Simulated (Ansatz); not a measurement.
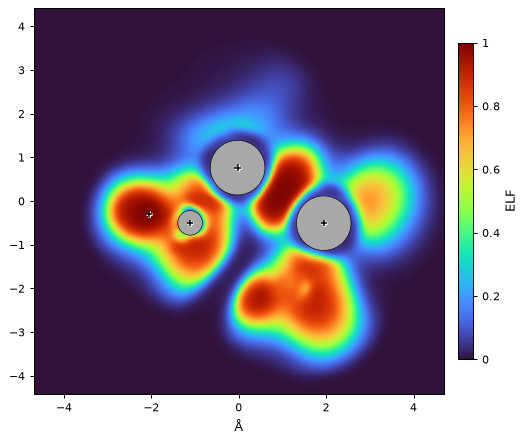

The electron localisation function on a plane through atoms (crosses mark nuclei in the plane; grey discs cover the cores).

Method: RKS PBE0-D4/def2-TZVPP in Ansatz 0.2.0.

Candidates:
A. Cl₂H₄N₂Zr (SMILES [NH2][Zr]([NH2])([Cl])[Cl])
B. H₇NO₂Si₂ (SMILES N[SiH](O)[SiH2]O)
C. C₃H₉NOW (SMILES C[N]=[W]([CH3])([CH3])=[O])

Q: Which system is this?

A: Candidate B: H₇NO₂Si₂ on the plane of atoms O3, Si2 and Si4, which holds Si, O and H. Si–O (1.67 Å): the ELF peaks at about 0.85 between the atoms (a polar covalent bond). Si–Si (2.35 Å): the ELF peaks at about 1 between the atoms, as expected for localised, covalent bonding.
